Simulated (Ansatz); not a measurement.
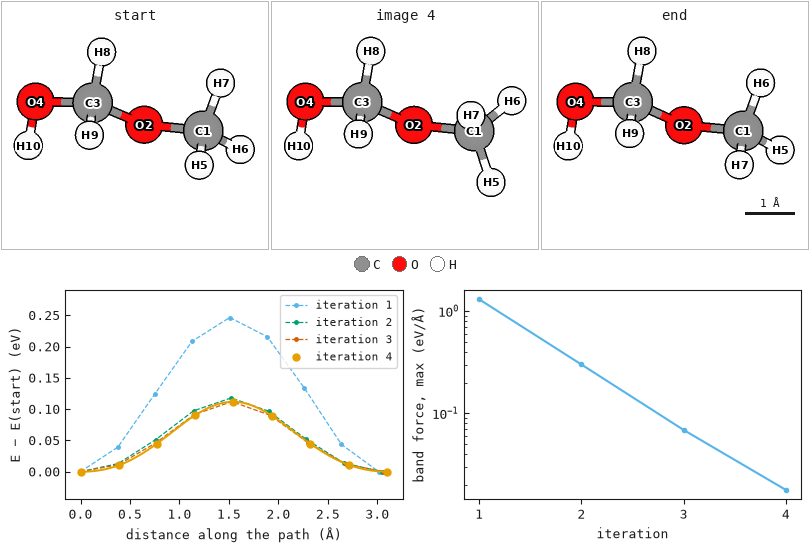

A search for the minimum-energy path of C$_{2}$H$_{6}$O$_{2}$ by the nudged elastic band. Images are numbered from 0 (start) to 8 (end). The plot follows the band through its iterations. The picture is a ball-and-stick view, seen from a free direction.

Method: RKS r2SCAN-D4/def2-SVP (Ansatz 0.2.0).

The input:
```yaml
crystal:
  periodic: [false, false, false]
  atoms:
    - { symbol: C, position_ang: [-0.073729, 1.296935, -0.526049] }
    - { symbol: O, position_ang: [-0.324065, 0.383805, 0.507326] }
    - { symbol: C, position_ang: [0.275477, -0.86704, 0.282606] }
    - { symbol: O, position_ang: [-0.073617, -1.733341, 1.295567] }
    - { symbol: H, position_ang: [-0.437405, 0.925652, -1.507205] }
    - { symbol: H, position_ang: [-0.602578, 2.229679, -0.285912] }
    - { symbol: H, position_ang: [1.007351, 1.52316, -0.629774] }
    - { symbol: H, position_ang: [1.382467, -0.784839, 0.29523] }
    - { symbol: H, position_ang: [-0.031203, -1.23638, -0.728989] }
    - { symbol: H, position_ang: [-1.039698, -1.788831, 1.300201] }
basis:
  gaussian: { orbitals: def2-SVP }
hamiltonian:
  xc: r2scan
  dispersion: d4
neb:
  order_check: false
  images: 7
  f_tol: 0.05
  max_iterations: 60
  initial_path: idpp
  final_atoms:
    - { symbol: C, position_ang: [-0.17349265, 1.22784919, -0.65141794] }
    - { symbol: O, position_ang: [-0.62548751, 0.24154167, 0.23601659] }
    - { symbol: C, position_ang: [0.33693741, -0.75326583, 0.47733408] }
    - { symbol: O, position_ang: [-0.20212434, -1.72675375, 1.29018101] }
    - { symbol: H, position_ang: [-0.99048427, 1.9476867, -0.79848913] }
    - { symbol: H, position_ang: [0.70767913, 1.77320344, -0.25510179] }
    - { symbol: H, position_ang: [0.10690683, 0.80372895, -1.63850954] }
    - { symbol: H, position_ang: [1.21525491, -0.33538154, 1.01234226] }
    - { symbol: H, position_ang: [0.69119236, -1.15679242, -0.50514355] }
    - { symbol: H, position_ang: [-0.98338186, -2.07301643, 0.83578901] }
```

Command:
```bash
ansatz run input.yaml --threads 2 --pin off --max-ram 3072MiB --backend cpu --events-out ev --progress --plain --runs-dir out
```

Judge this run.

Answer. The result is final at these settings. The band converged in 4 iterations. The largest component of the band force went from 1.3 to 0.018 eV/Å. The climbing image converged on the top of the path. Its vibrational analysis gives one imaginary mode (238i cm⁻¹), as a transition state must have. The first iteration put the highest image at 0.246 eV. The two ends have the same energy, and the highest point, image 4, lies 0.112 eV above the start.
